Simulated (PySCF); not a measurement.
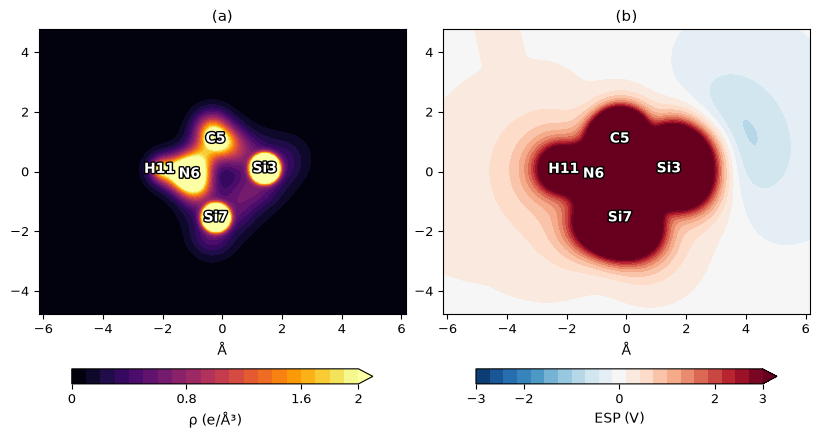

*C3H6BrNSi2. (a) total electron density; (b) electrostatic potential on the plane of atoms C5, N6 and H11.*

Geometry: GFN2-xTB.

These are results of B3LYP/def2-SVPD, SCF density, gas phase in PySCF 2.14.0, not measurements.

```tsv
atom	x (Å)	y (Å)	z (Å)
C	3.3231	-0.1008	-0.0048
C	2.1558	-0.0198	-0.2838
Si	0.3776	0.1877	-0.7517
Br	0.3911	-0.0854	-2.9976
C	-0.7288	-1.1545	0.0804
N	-1.5933	-0.2093	0.7809
Si	-1.2592	1.4183	0.3521
H	4.3417	-0.1892	0.2441
H	-0.2158	-1.8163	0.7838
H	-1.2970	-1.7867	-0.6100
H	-2.3428	-0.5901	1.3334
H	-2.2948	2.0975	-0.4351
H	-0.8620	2.2491	1.4907
```

Q: What do the fields say about this system?

A: The plane passes through Si, C, N and H nuclei. C–N (1.46 Å): the density is about 1.9 e/Å³ at the midpoint. Si–N (1.72 Å): ρ at the midpoint is about 1.1 e/Å³. Si–Si (2.33 Å): the density is about 0.61 e/Å³ at the midpoint. N–H (1.01 Å): the density is about 2.8 e/Å³ at the midpoint. Outside the dense part of the molecule the potential is most negative (−0.7 V) near Br4, which lies off the plane.
